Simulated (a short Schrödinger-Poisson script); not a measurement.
System: MOS inversion layer, Si3N4 on p-type Si(100), at 400 K.

```
layer  material  thickness (nm)  Na (cm⁻³)
-----  --------  --------------  ---------
1         Si3N4             7.2          -
2            Si             940     2.1e17
```

The device is made up for the run: typed textbook-type constants, with dimensions and the other settings drawn at random. Si3N4: permittivity 7.5, conduction-band edge (eV) 1.95, gap (eV) 5.1, electron mass (mₑ) 0.5. Si: permittivity 11.7, conduction-band edge (eV) 0, gap (eV) 1.124, Nv at 300 K (cm⁻³) 3.1e19.

Channel valleys (confinement mass, in-plane density-of-states mass, number): Δ2 0.916, 0.19, 2; Δ4 0.19, 0.417, 4. At the gate the conduction-band edge of layer 1 lies 2.33 eV − eVg above the Fermi level of the channel; the field vanishes at the back. Gaps are held at their typed values at every temperature. Mesh 0.03 nm at interfaces.

From a short Schrödinger-Poisson script (our own, NumPy): 1D Poisson equation in equilibrium, electrons quantum, Hartree (BenDaniel-Duke, 12 states a valley, the channel's in-plane mass for all, wave functions ending at the dielectric), parabolic valleys, classical holes, full ionisation, no traps, pinning or gate leakage.

Only gate voltages with over 1e8 electrons/cm² are shown.

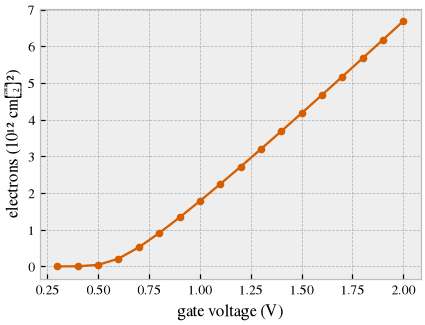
Fig. 1. Sheet density against gate voltage

```tsv
Vg (V)	electrons (cm⁻²)	C (μF/cm²)	Δ2 E0 (meV)	Δ2 E1 (meV)	Δ4 E0 (meV)	Δ4 E1 (meV)
0.3	4.93e8	0.145	360.3	403.0	399.7	469.7
0.4	4.96e9	0.151	278.9	323.7	320.2	393.8
0.5	4.38e10	0.244	202.1	249.0	245.4	322.3
0.6	2.12e11	0.460	145.7	195.3	191.5	271.4
0.7	5.23e11	0.602	112.2	165.0	161.2	243.8
0.8	9.09e11	0.673	90.6	146.9	143.0	228.0
0.9	1.33e12	0.712	75.0	134.6	130.7	217.8
1	1.78e12	0.737	62.7	125.6	121.7	210.7
1.1	2.24e12	0.755	52.6	118.6	114.6	205.4
1.2	2.72e12	0.768	43.9	113.0	108.9	201.2
1.3	3.20e12	0.778	36.2	108.2	104.2	197.9
1.4	3.68e12	0.786	29.4	104.2	100.1	195.2
1.5	4.18e12	0.793	23.1	100.6	96.6	192.9
1.6	4.67e12	0.799	17.4	97.5	93.4	191.0
1.7	5.17e12	0.804	12.1	94.7	90.6	189.3
1.8	5.67e12	0.808	7.1	92.2	88.1	187.8
1.9	6.18e12	0.811	2.3	89.9	85.7	186.4
2	6.68e12	0.815	-2.1	87.7	83.6	185.2
```

Subbands count from the Fermi level.
